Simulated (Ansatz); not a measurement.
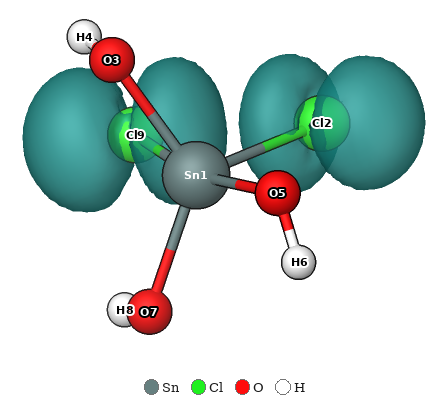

Figure. Cl2H3O3Sn (doublet). Isosurfaces of the spin density (α minus β) at +0.02 (teal) and −0.02 e/Å³ (pink), seen at an oblique angle.

Core potentials replace the inner electrons of Sn.

The calculation used UKS PBE/def2-SVP in Ansatz.

| atom | x (Å) | y (Å) | z (Å) |
| --- | --- | --- | --- |
| Sn | -0.1262 | 0.0132 | 0.2103 |
| Cl | 0.0604 | 1.2277 | 2.3905 |
| O | 1.6940 | -0.3425 | -0.4913 |
| H | 2.1560 | -0.8406 | 0.2164 |
| O | -0.8022 | 1.4293 | -1.0096 |
| H | -1.7803 | 1.3856 | -1.0158 |
| O | -1.6368 | -1.2835 | 0.2946 |
| H | -1.4527 | -1.8647 | 1.0634 |
| Cl | 0.7955 | -1.3731 | 2.5188 |

> Where is the unpaired spin?

The unpaired spin (1 electron) lies mostly on Cl9 (about 0.6) and Cl2 (about 0.4), in electrons by Hirshfeld's partition. Only one sign reaches the isovalue.
